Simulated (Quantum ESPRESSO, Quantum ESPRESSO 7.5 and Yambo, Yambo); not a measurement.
# A GW chain in Yambo: SiO2 (Quartz)

Wanted: ground state, empty states, screening and self-energy for SiO2 (Quartz).

Method: LDA and many-body steps on it, plane waves, in Quantum ESPRESSO 7.5 and Yambo 5.3.0.

**1. Set-up**

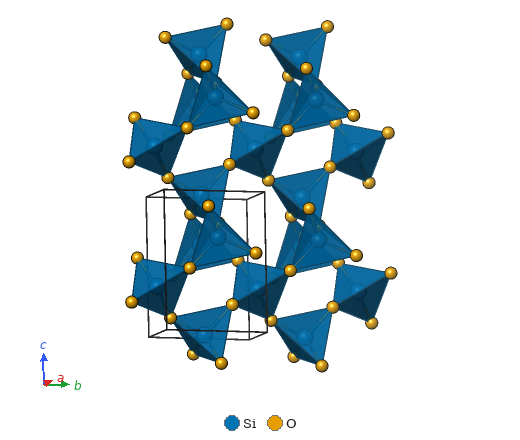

The cell as given, slightly off an axis (silicon blue, oxygen orange). 1×2×2 cells are drawn. Some periodic images of atoms are drawn too.

The cell and positions come from the Crystallography Open Database and are kept as given unless a step says otherwise.

**2. Ground state**

This step: Quantum ESPRESSO 7.5; DFT, LDA, plane waves, norm-conserving pseudopotentials.

The ground-state density comes first.

File pw.in:

```
&control
  calculation = 'scf'
  prefix = 'x'
  outdir = 'o'
  pseudo_dir = 'pseudo'
/
&system
  ibrav = 0
  nat = 9
  ntyp = 2
  ecutwfc = 72.0
  nbnd = 32
  force_symmorphic = .true.
/
&electrons
  conv_thr = 1e-10
  electron_maxstep = 80
  mixing_beta = 0.5
/
ATOMIC_SPECIES
  Si 28.085 Si.upf
  O 15.999 O.upf
CELL_PARAMETERS angstrom
  4.9158000000 0.0000000000 0.0000000000
  -2.4579000000 4.2572076799 0.0000000000
  0.0000000000 0.0000000000 5.4091000000
ATOMIC_POSITIONS crystal
  Si 0.5303000000 0.0000000000 0.3333333333
  Si 0.0000000000 0.5303000000 0.6666666667
  Si 0.4697000000 0.4697000000 0.0000000000
  O 0.1462000000 0.4142000000 0.8810000000
  O 0.5858000000 0.7320000000 0.2143333333
  O 0.2680000000 0.8538000000 0.5476666667
  O 0.4142000000 0.1462000000 0.1190000000
  O 0.7320000000 0.5858000000 0.7856666667
  O 0.8538000000 0.2680000000 0.4523333333
K_POINTS automatic
  6 6 4 0 0 0
```

Command:

```sh
> OMP_NUM_THREADS=1 mpirun -n 4 pw.x -nk 4 -in pw.in > pw.out
```

The log of the run:

```text
Program PWSCF v.7.5 starts

     This program is part of the open-source Quantum ESPRESSO suite
     for quantum simulation of materials; please cite
         "P. Giannozzi et al., J. Phys.:Condens. Matter 21 395502 (2009);
         "P. Giannozzi et al., J. Phys.:Condens. Matter 29 465901 (2017);
         "P. Giannozzi et al., J. Chem. Phys. 152 154105 (2020);
     in publications or presentations arising from this work. More details at
     Message from routine setup:
     using ibrav=0 with symmetry is DISCOURAGED, use correct ibrav instead

     G-vector sticks info

     bravais-lattice index     =            0
     lattice parameter (alat)  =       9.2895  a.u.
     unit-cell volume          =     763.9073 (a.u.)^3
     number of atoms/cell      =            9
     number of atomic types    =            2
     number of electrons       =        48.00
     number of Kohn-Sham states=           32
     kinetic-energy cutoff     =      72.0000  Ry
     charge density cutoff     =     288.0000  Ry
     scf convergence threshold =      1.0E-10
     mixing beta               =       0.5000
     number of iterations used =            8  plain     mixing
     Exchange-correlation= SLA  PW   NOGX NOGC
                           (   1   4   0   0   0   0   0)

     celldm(1)=   9.289516  celldm(2)=   0.000000  celldm(3)=   0.000000
     celldm(4)=   0.000000  celldm(5)=   0.000000  celldm(6)=   0.000000

     crystal axes: (cart. coord. in units of alat)
               a(1) = (   1.000000   0.000000   0.000000 )
               a(2) = (  -0.500000   0.866025   0.000000 )
               a(3) = (   0.000000   0.000000   1.100350 )

     reciprocal axes: (cart. coord. in units 2 pi/alat)
               b(1) = (  1.000000  0.577350 -0.000000 )
               b(2) = (  0.000000  1.154701  0.000000 )
               b(3) = (  0.000000 -0.000000  0.908802 )
     Pseudo is Norm-conserving + core correction, Zval =  4.0
     Generated using ONCVPSP code by D. R. Hamann
     Using radial grid of 1510 points,  6 beta functions with:
     Pseudo is Norm-conserving + core correction, Zval =  6.0
     Generated using ONCVPSP code by D. R. Hamann
     Using radial grid of  926 points,  5 beta functions with:
     Si                4.00    28.08500     Si( 1.00)
     O                 6.00    15.99900     O ( 1.00)

      2 Sym. Ops. (no inversion) found

   Cartesian axes

     site n.     atom                  positions (alat units)
         1        Si     tau(   1) = (   0.5303000   0.0000000   0.3667833  )
         2        Si     tau(   2) = (  -0.2651500   0.4592533   0.7335666  )
         3        Si     tau(   3) = (   0.2348500   0.4067721   0.0000000  )
         4        O      tau(   4) = (  -0.0609000   0.3587077   0.9694083  )
         5        O      tau(   5) = (   0.2198000   0.6339306   0.2358417  )
         6        O      tau(   6) = (  -0.1589000   0.7394125   0.6026250  )
         7        O      tau(   7) = (   0.3411000   0.1266129   0.1309416  )
         8        O      tau(   8) = (   0.4391000   0.5073177   0.8645082  )
         9        O      tau(   9) = (   0.7198000   0.2320948   0.4977249  )

     number of k points=    47
                       cart. coord. in units 2pi/alat
        k(    1) = (   0.0000000   0.0000000   0.0000000), wk =   0.0138889
        k(    2) = (   0.0000000   0.0000000   0.2272005), wk =   0.0277778
        k(    3) = (   0.0000000   0.0000000  -0.4544009), wk =   0.0138889
        k(    4) = (   0.0000000   0.1924501   0.0000000), wk =   0.0555556
        k(    5) = (   0.0000000   0.1924501   0.2272005), wk =   0.0555556
        k(    6) = (   0.0000000   0.1924501  -0.4544009), wk =   0.0555556
        k(    7) = (   0.0000000   0.3849002   0.0000000), wk =   0.0555556
        k(    8) = (   0.0000000   0.3849002   0.2272005), wk =   0.0555556
        k(    9) = (   0.0000000   0.3849002  -0.4544009), wk =   0.0555556
        k(   10) = (   0.0000000  -0.5773503   0.0000000), wk =   0.0277778
     [... 35 further rows ...]
        k(   46) = (  -0.1666667   0.4811252   0.4544009), wk =   0.0555556
        k(   47) = (  -0.3333333   0.3849002  -0.4544009), wk =   0.0555556

     Dense  grid:    63145 G-vectors     FFT dimensions: (  54,  54,  60)

     Initial potential from superposition of free atoms

     starting charge      47.9983, renormalised to      48.0000
     Starting wfcs are   36 randomized atomic wfcs

     per-process dynamical memory:    98.8 Mb

     Self-consistent Calculation

     iteration #  1     ecut=    72.00 Ry     beta= 0.50

     total energy              =    -223.97167319 Ry
     estimated scf accuracy    <       2.24146241 Ry

     iteration #  2     ecut=    72.00 Ry     beta= 0.50

     total energy              =    -224.59935184 Ry
     estimated scf accuracy    <       0.20629965 Ry

     iteration #  3     ecut=    72.00 Ry     beta= 0.50

     total energy              =    -224.61591532 Ry
     estimated scf accuracy    <       0.02036882 Ry

     iteration #  4     ecut=    72.00 Ry     beta= 0.50

     total energy              =    -224.61966032 Ry
     estimated scf accuracy    <       0.00942103 Ry

     iteration #  5     ecut=    72.00 Ry     beta= 0.50

     total energy              =    -224.62063496 Ry
     estimated scf accuracy    <       0.00041027 Ry

     iteration #  6     ecut=    72.00 Ry     beta= 0.50

     total energy              =    -224.62073849 Ry
     estimated scf accuracy    <       0.00002121 Ry

     iteration #  7     ecut=    72.00 Ry     beta= 0.50

     total energy              =    -224.62075070 Ry
     estimated scf accuracy    <       0.00000946 Ry

     iteration #  8     ecut=    72.00 Ry     beta= 0.50

     total energy              =    -224.62075032 Ry
     estimated scf accuracy    <       0.00000156 Ry

     iteration #  9     ecut=    72.00 Ry     beta= 0.50

     total energy              =    -224.62075091 Ry
     estimated scf accuracy    <       0.00000056 Ry

     iteration # 10     ecut=    72.00 Ry     beta= 0.50

     total energy              =    -224.62075102 Ry
     estimated scf accuracy    <          4.9E-10 Ry

     iteration # 11     ecut=    72.00 Ry     beta= 0.50

     total energy              =    -224.62075102 Ry
     estimated scf accuracy    <          3.9E-09 Ry

     iteration # 12     ecut=    72.00 Ry     beta= 0.50

     End of self-consistent calculation

          k = 0.0000 0.0000 0.0000 (  7935 PWs)   bands (ev):

   -16.9641 -15.3827 -15.3827 -14.7118 -14.6689 -14.6689  -6.1251  -6.1251
    -3.3212  -3.2978  -3.1291  -3.1291  -0.8184  -0.8183  -0.5568  -0.3047
     0.6468   0.6468   0.6786   1.1626   1.1626   1.4807   1.8479   1.8479
     7.9734  11.2099  11.2099  11.6827  11.6827  12.8621  13.5933  14.0941

          k = 0.0000 0.0000 0.2272 (  7924 PWs)   bands (ev):

   -16.8390 -15.9621 -14.9056 -14.7089 -14.6873 -14.6506  -6.9287  -5.0908
    -3.5488  -3.4156  -3.3689  -2.7517  -0.8865  -0.5766  -0.4701  -0.1170
     0.3693   0.5333   0.6310   0.6695   1.0804   1.6362   1.9466   2.0770
     8.5659  11.0740  11.1225  11.1689  12.1309  12.7073  13.1348  14.1221

          k = 0.0000 0.0000-0.4544 (  7912 PWs)   bands (ev):

   -16.4840 -16.4840 -14.7153 -14.7006 -14.7006 -14.6426  -7.2351  -4.1442
    -4.1442  -3.4963  -3.4963  -2.5498  -0.5763  -0.5763  -0.4975   0.1285
     0.1285   0.3164   0.3164   0.6114   0.9419   1.9613   1.9613   2.0849
     9.8994   9.8994  10.8994  11.6697  11.6697  12.5348  13.5264  13.5264

          k = 0.0000 0.1925 0.0000 (  7910 PWs)   bands (ev):

     [... further k-points ...]

     highest occupied, lowest unoccupied level (ev):     2.1721    7.9734

!    total energy              =    -224.62075102 Ry
     estimated scf accuracy    <          5.7E-12 Ry

     The total energy is the sum of the following terms:
     one-electron contribution =    -102.57986540 Ry
     hartree contribution      =      76.71617439 Ry
     xc contribution           =     -59.91996543 Ry
     ewald contribution        =    -138.83709458 Ry

     convergence has been achieved in  12 iterations

     XML data file, charge density, pseudopotentials, collected wavefunctions

=------------------------------------------------------------------------------=
   JOB DONE.
=------------------------------------------------------------------------------=
```

Elapsed: 95 s, on 4 MPI ranks of Arm Neoverse V1, shared host; peak memory 0.59 GiB.

This step gave:

```
total energy               : -3056.1210 eV
gap                        : 5.801 eV
k of the valence top       : 0.3333, 0.3333, 0
k of the conduction bottom : 0, 0, 0
least direct gap           : 6.125 eV
```

The gap is indirect, with the least direct gap 0.32 eV higher.

**3. Bands along the symmetry lines**

Levels along a band path, at the cheap level, show where the edges lie and whether the meshes to come will hold them.

File pw.in:

```
&control
  calculation = 'bands'
  prefix = 'x'
  outdir = 'o'
  pseudo_dir = 'pseudo'
/
&system
  ibrav = 0
  nat = 9
  ntyp = 2
  ecutwfc = 72.0
  nbnd = 30
  force_symmorphic = .true.
/
&electrons
  conv_thr = 1e-9
  electron_maxstep = 80
  diago_full_acc = .true.
  diago_thr_init = 5e-6
/
ATOMIC_SPECIES
  Si 28.085 Si.upf
  O 15.999 O.upf
CELL_PARAMETERS angstrom
  4.9158000000 0.0000000000 0.0000000000
  -2.4579000000 4.2572076799 0.0000000000
  0.0000000000 0.0000000000 5.4091000000
ATOMIC_POSITIONS crystal
  Si 0.5303000000 0.0000000000 0.3333333333
  Si 0.0000000000 0.5303000000 0.6666666667
  Si 0.4697000000 0.4697000000 0.0000000000
  O 0.1462000000 0.4142000000 0.8810000000
  O 0.5858000000 0.7320000000 0.2143333333
  O 0.2680000000 0.8538000000 0.5476666667
  O 0.4142000000 0.1462000000 0.1190000000
  O 0.7320000000 0.5858000000 0.7856666667
  O 0.8538000000 0.2680000000 0.4523333333
K_POINTS crystal
  75
  0.00000000 0.00000000 0.00000000 1
  0.06250000 0.00000000 0.00000000 1
  0.12500000 0.00000000 0.00000000 1
  0.18750000 0.00000000 0.00000000 1
  0.25000000 0.00000000 0.00000000 1
  0.31250000 0.00000000 0.00000000 1
  0.37500000 0.00000000 0.00000000 1
  0.43750000 0.00000000 0.00000000 1
  0.50000000 0.00000000 0.00000000 1
  0.47916667 0.04166667 0.00000000 1
  0.45833333 0.08333333 0.00000000 1
  0.43750000 0.12500000 0.00000000 1
  0.41666666 0.16666666 0.00000000 1
  0.39583333 0.20833333 0.00000000 1
  0.37500000 0.25000000 0.00000000 1
  0.35416666 0.29166666 0.00000000 1
  0.33333333 0.33333333 0.00000000 1
  0.29166666 0.29166666 0.00000000 1
  0.25000000 0.25000000 0.00000000 1
  0.20833333 0.20833333 0.00000000 1
  0.16666666 0.16666666 0.00000000 1
  0.12500000 0.12500000 0.00000000 1
  0.08333333 0.08333333 0.00000000 1
  0.04166667 0.04166667 0.00000000 1
  0.00000000 0.00000000 0.00000000 1
  0.00000000 0.00000000 0.06250000 1
  0.00000000 0.00000000 0.12500000 1
  0.00000000 0.00000000 0.18750000 1
  0.00000000 0.00000000 0.25000000 1
  0.00000000 0.00000000 0.31250000 1
  0.00000000 0.00000000 0.37500000 1
  0.00000000 0.00000000 0.43750000 1
  0.00000000 0.00000000 0.50000000 1
  0.06250000 0.00000000 0.50000000 1
  0.12500000 0.00000000 0.50000000 1
  0.18750000 0.00000000 0.50000000 1
  0.25000000 0.00000000 0.50000000 1
  0.31250000 0.00000000 0.50000000 1
  0.37500000 0.00000000 0.50000000 1
  0.43750000 0.00000000 0.50000000 1
  0.50000000 0.00000000 0.50000000 1
  0.47916667 0.04166667 0.50000000 1
  0.45833333 0.08333333 0.50000000 1
  0.43750000 0.12500000 0.50000000 1
  0.41666666 0.16666666 0.50000000 1
  0.39583333 0.20833333 0.50000000 1
  0.37500000 0.25000000 0.50000000 1
  0.35416666 0.29166666 0.50000000 1
  0.33333333 0.33333333 0.50000000 1
  0.29166666 0.29166666 0.50000000 1
  0.25000000 0.25000000 0.50000000 1
  0.20833333 0.20833333 0.50000000 1
  0.16666666 0.16666666 0.50000000 1
  0.12500000 0.12500000 0.50000000 1
  0.08333333 0.08333333 0.50000000 1
  0.04166667 0.04166667 0.50000000 1
  0.00000000 0.00000000 0.50000000 1
  0.50000000 0.00000000 0.50000000 1
  0.50000000 0.00000000 0.43750000 1
  0.50000000 0.00000000 0.37500000 1
  0.50000000 0.00000000 0.31250000 1
  0.50000000 0.00000000 0.25000000 1
  0.50000000 0.00000000 0.18750000 1
  0.50000000 0.00000000 0.12500000 1
  0.50000000 0.00000000 0.06250000 1
  0.50000000 -0.00000000 0.00000000 1
  0.33333333 0.33333333 0.50000000 1
  0.33333333 0.33333333 0.43750000 1
  0.33333333 0.33333333 0.37500000 1
  0.33333333 0.33333333 0.31250000 1
  0.33333333 0.33333333 0.25000000 1
  0.33333333 0.33333333 0.18750000 1
  0.33333333 0.33333333 0.12500000 1
  0.33333333 0.33333333 0.06250000 1
  0.33333333 0.33333333 0.00000000 1
```

The log of the run:

```text
[banner, memory and clock lines left out]
Program PWSCF v.7.5 starts

     Atomic positions and unit cell read from directory:
     o/x.save/

     Message from routine setup:
     using ibrav=0 with symmetry is DISCOURAGED, use correct ibrav instead

     G-vector sticks info

     bravais-lattice index     =            0
     lattice parameter (alat)  =       9.2895  a.u.
     unit-cell volume          =     763.9073 (a.u.)^3
     number of atoms/cell      =            9
     number of atomic types    =            2
     number of electrons       =        48.00
     number of Kohn-Sham states=           30
     kinetic-energy cutoff     =      72.0000  Ry
     charge density cutoff     =     288.0000  Ry
     Exchange-correlation= SLA  PW   NOGX NOGC
                           (   1   4   0   0   0   0   0)

     celldm(1)=   9.289516  celldm(2)=   0.000000  celldm(3)=   0.000000
     celldm(4)=   0.000000  celldm(5)=   0.000000  celldm(6)=   0.000000

     crystal axes: (cart. coord. in units of alat)
               a(1) = (   1.000000   0.000000   0.000000 )
               a(2) = (  -0.500000   0.866025   0.000000 )
               a(3) = (   0.000000   0.000000   1.100350 )

     reciprocal axes: (cart. coord. in units 2 pi/alat)
               b(1) = (  1.000000  0.577350 -0.000000 )
               b(2) = (  0.000000  1.154701  0.000000 )
               b(3) = (  0.000000 -0.000000  0.908802 )
     Pseudo is Norm-conserving + core correction, Zval =  4.0
     Generated using ONCVPSP code by D. R. Hamann
     Using radial grid of 1510 points,  6 beta functions with:
     Pseudo is Norm-conserving + core correction, Zval =  6.0
     Generated using ONCVPSP code by D. R. Hamann
     Using radial grid of  926 points,  5 beta functions with:
     Si                4.00    28.08500     Si( 1.00)
     O                 6.00    15.99900     O ( 1.00)

      2 Sym. Ops. (no inversion) found

   Cartesian axes

     site n.     atom                  positions (alat units)
         1        Si     tau(   1) = (   0.5303000   0.0000000   0.3667833  )
         2        Si     tau(   2) = (  -0.2651500   0.4592533   0.7335666  )
         3        Si     tau(   3) = (   0.2348500   0.4067721   0.0000000  )
         4        O      tau(   4) = (  -0.0609000   0.3587077   0.9694083  )
         5        O      tau(   5) = (   0.2198000   0.6339306   0.2358417  )
         6        O      tau(   6) = (  -0.1589000   0.7394125   0.6026250  )
         7        O      tau(   7) = (   0.3411000   0.1266129   0.1309416  )
         8        O      tau(   8) = (   0.4391000   0.5073177   0.8645082  )
         9        O      tau(   9) = (   0.7198000   0.2320948   0.4977249  )

     number of k points=    75
                       cart. coord. in units 2pi/alat
        k(    1) = (   0.0000000   0.0000000   0.0000000), wk =   0.0266667
        k(    2) = (   0.0625000   0.0360844   0.0000000), wk =   0.0266667
        k(    3) = (   0.1250000   0.0721688   0.0000000), wk =   0.0266667
[...]
[... 63 further rows ...]
        k(   74) = (   0.3333333   0.5773503   0.0568001), wk =   0.0266667
        k(   75) = (   0.3333333   0.5773503   0.0000000), wk =   0.0266667

     Dense  grid:    63145 G-vectors     FFT dimensions: (  54,  54,  60)

     The potential is recalculated from file :
     o/x.save/charge-density

     Starting wfcs are   36 randomized atomic wfcs

     Band Structure Calculation

     End of band structure calculation

          k = 0.0000 0.0000 0.0000 (  7935 PWs)   bands (ev):

   -16.9641 -15.3827 -15.3827 -14.7118 -14.6689 -14.6689  -6.1251  -6.1251
    -3.3212  -3.2978  -3.1291  -3.1291  -0.8184  -0.8184  -0.5568  -0.3047
     0.6468   0.6468   0.6786   1.1626   1.1626   1.4807   1.8479   1.8479
     7.9734  11.2100  11.2100  11.6827  11.6827  12.8622

          k = 0.0625 0.0361 0.0000 (  7921 PWs)   bands (ev):

[...]
8.0359  11.2057  11.2190  11.6827  11.7042  12.8847

          k = 0.1250 0.0722 0.0000 (  7911 PWs)   bands (ev):

[...]
8.2162  11.1989  11.2433  11.6937  11.7651  12.9271

[...]
k = 0.3333 0.5774 0.0568 (  7869 PWs)   bands (ev):

[...]
10.8635  10.9012  11.3608  12.2990  12.3534  12.4203

          k = 0.3333 0.5774 0.0000 (  7866 PWs)   bands (ev):

[...]
-4.5856  -3.2142  -3.2142  -2.4162  -0.8024  -0.8024  -0.7728   0.0880
     0.0880   0.2600   0.4287   0.9225   0.9225   1.7335   1.7335   2.1721
    10.8717  10.8717  11.3483  12.3046  12.4124  12.4124

     XML data file, pseudopotentials, collected wavefunctions
```

It took 47 s on 4 MPI ranks; peak memory 0.38 GiB.

This step gave:

| Quantity | Value |
| --- | --- |
| gap | 5.801 eV |
| k of the valence top | 0.3333, 0.3333, 0 |
| k of the conduction bottom | 0, 0, 0 |
| least direct gap | 6.103 eV |

The gap is 5.801 eV, as in the run before at this level.

The electronic bands at the labelled points (eV, zero at the top of the highest filled band):

```csv
point,band 21,band 22,band 23,band 24,band 25,band 26,band 27,band 28
Γ,-1.01,-0.69,-0.32,-0.32,5.80,9.04,9.04,9.51
M,-1.06,-0.79,-0.27,-0.03,8.05,8.76,9.45,9.49
K,-1.25,-0.44,-0.44,0.00,8.70,8.70,9.18,10.13
Γ,-1.01,-0.69,-0.32,-0.32,5.80,9.04,9.04,9.51
A,-1.23,-0.21,-0.21,-0.09,7.73,7.73,8.73,9.50
L,-0.90,-0.84,-0.61,-0.19,8.79,9.21,9.37,9.50
H,-0.95,-0.78,-0.60,-0.60,8.90,9.51,9.51,9.86
A,-1.23,-0.21,-0.21,-0.09,7.73,7.73,8.73,9.50
jump to L,-0.90,-0.84,-0.61,-0.19,8.79,9.21,9.37,9.50
M,-1.06,-0.79,-0.27,-0.03,8.05,8.76,9.45,9.49
jump to H,-0.95,-0.78,-0.60,-0.60,8.90,9.51,9.51,9.86
K,-1.25,-0.44,-0.44,0.00,8.70,8.70,9.18,10.13
```

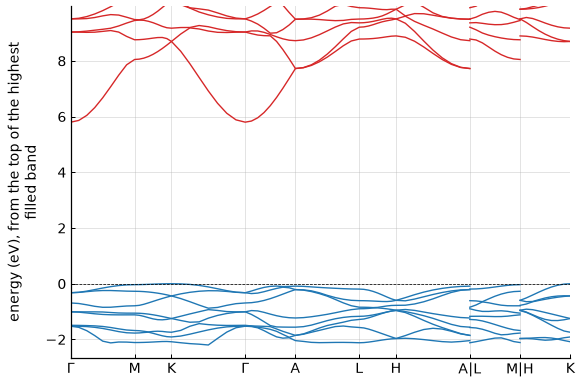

Electronic bands along the path; lines of filled and empty bands in two colours.

(Continued in part 2 of 3.)

[Paths, hosts, dates, memory and timing lines, banners, echoed tables and standing remarks are left out of the program output.]

[Logs are printed without paths, hosts, clocks, repeated set-up lines and the standing remarks that a program may print on its own settings, such as how far it seeks lower states.]

[Runs of the session that timed out or met a known fault of the program may be left out.]

[Hosts, paths, dates, database ids (printed as entryN), source tags and the programs' standing remarks are cut or masked in the printed files.]
